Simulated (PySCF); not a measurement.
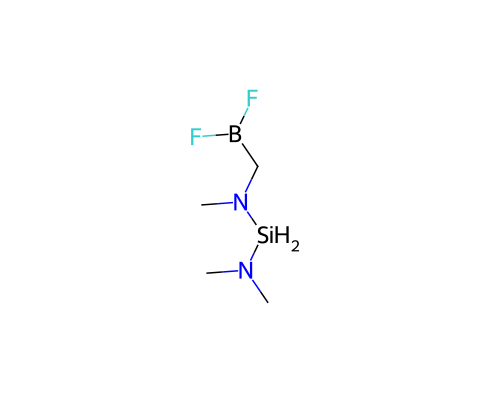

Skeletal drawing of a molecule.

Question: Give its SMILES.

Answer: CN(C)[SiH2]N(C)CB(F)F

Question: What is the molecular formula?

Answer: C4H13BF2N2Si.

Question: An optimisation with PBE0-D3(BJ)/def2-SVP gave a structure of which point group?

Answer: C1. Other conformers may differ.

The parts below concern this one geometry. Atoms keep their numbers from picture to picture. Computed geometry: PBE0-D3(BJ)/def2-SVP optimisation. No frequency run is at hand to confirm it as a minimum.

## Shape

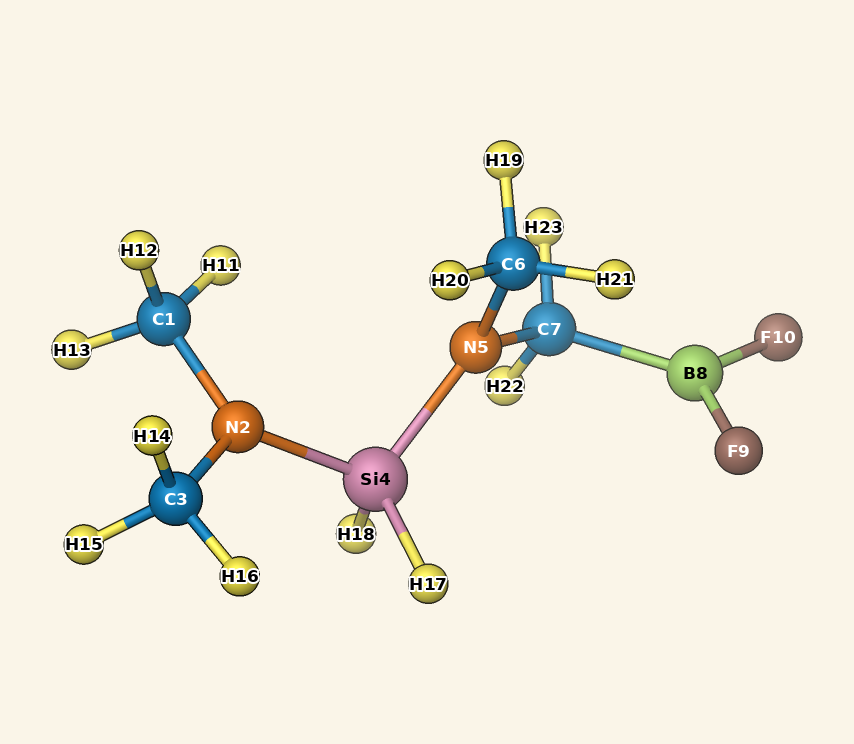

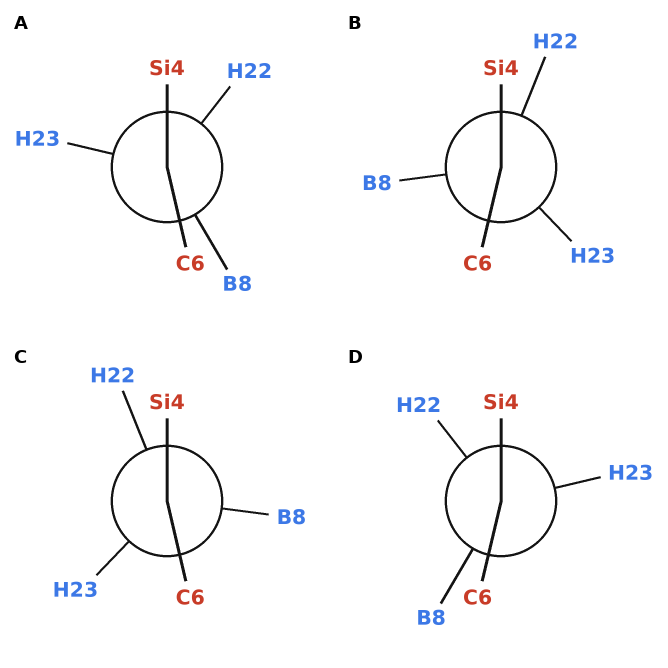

Atoms fade into the background with distance from the viewer. Bonds that would overlap in a projection are set slightly apart. No frequency run is at hand to confirm it as a minimum.

Question: Which Newman projection shows the view along N5–C7, with N5 in front?

Answer: B. The torsion angle Si4–N5–C7–B8 is −98°, about perpendicular.

## Electronic properties

No frequency run is at hand to confirm it as a minimum. Level of theory: CAM-B3LYP/def2-SVPD, gas phase (PySCF 2.14.0). Excitations: vertical, linear response.

Question: Estimate the HOMO energy (Kohn–Sham orbital).

Answer: −7.73 eV.

Question: Give the brightest of the 10 lowest singlets at this level.

Answer: 6.55 eV.

Question: Estimate the dipole moment.

Answer: 2.10 D.

Question: Give the HOMO–LUMO gap at this level.

Answer: 8.61 eV.

## Charges

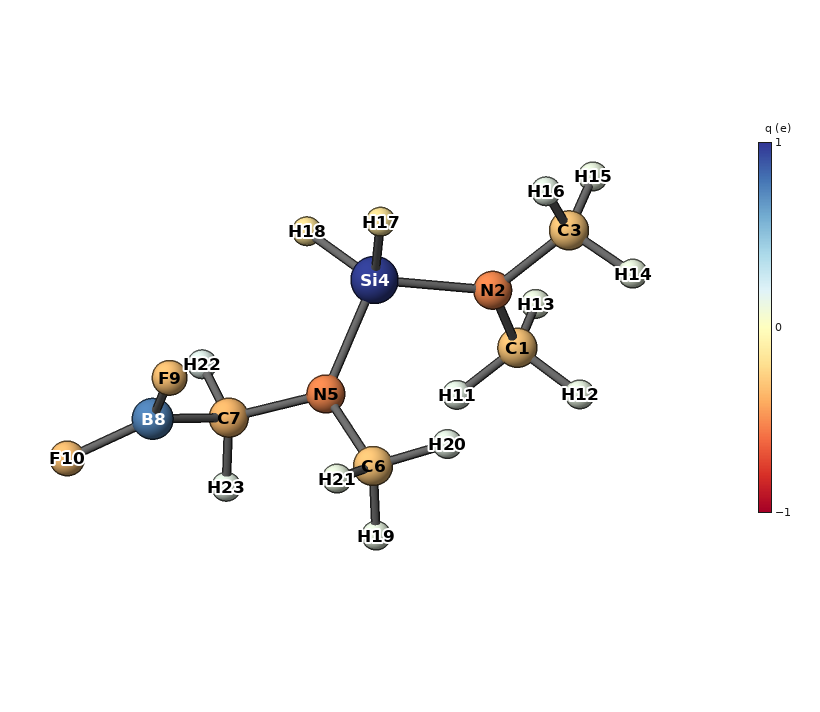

Atoms are coloured by their IAO charges. No frequency run is at hand to confirm it as a minimum. Level of theory: PBE0/pcSseg-1, gas phase (PySCF 2.14.0).

Question: Which atom carries the highest charge (most positive or least negative)?

Answer: Si4 (0.96 e).

Question: And the lowest?

Answer: N2, N5 (−0.50 e).

Give the IAO charges atom by atom.

```tsv
atom	value (e)
C1	−0.29
N2	−0.50
C3	−0.29
Si4	0.96
N5	−0.50
C6	−0.29
C7	−0.34
B8	0.73
F9	−0.31
F10	−0.32
H11	0.14
H12	0.13
H13	0.12
H14	0.12
H15	0.12
H16	0.14
H17	−0.16
H18	−0.17
H19	0.12
H20	0.15
H21	0.12
H22	0.17
H23	0.15
```

## Quadrupole coupling

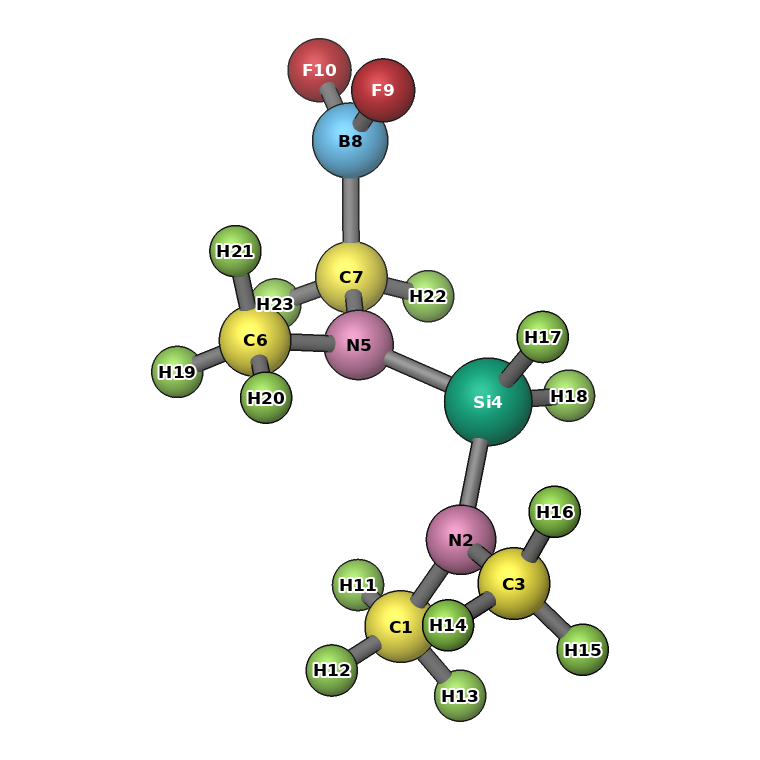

No frequency run is at hand to confirm it as a minimum. Electric field gradients from the ground-state density, PBE0/pcSseg-1 (PySCF 2.14.0), non-relativistic apart from any core potentials.

Give the largest field-gradient component, the quadrupole coupling constant and the asymmetry for 14N at N2 (Q = 20.44 mb), 14N at N5 (Q = 20.44 mb), 11B at B8 (Q = 40.59 mb), 2H at H11 (Q = 2.86 mb), 2H at H12 (Q = 2.86 mb).

```json
{"atom": "N2", "V_zz (a.u.)": "−1.107", "e²qQ/h (MHz)": "−5.31", "η": "0.37"}
{"atom": "N5", "V_zz (a.u.)": "−1.148", "e²qQ/h (MHz)": "−5.51", "η": "0.39"}
{"atom": "B8", "V_zz (a.u.)": "0.384", "e²qQ/h (MHz)": "3.67", "η": "0.67"}
{"atom": "H11", "V_zz (a.u.)": "0.285", "e²qQ/h (MHz)": "0.191", "η": "0.07"}
{"atom": "H12", "V_zz (a.u.)": "0.279", "e²qQ/h (MHz)": "0.187", "η": "0.06"}
```
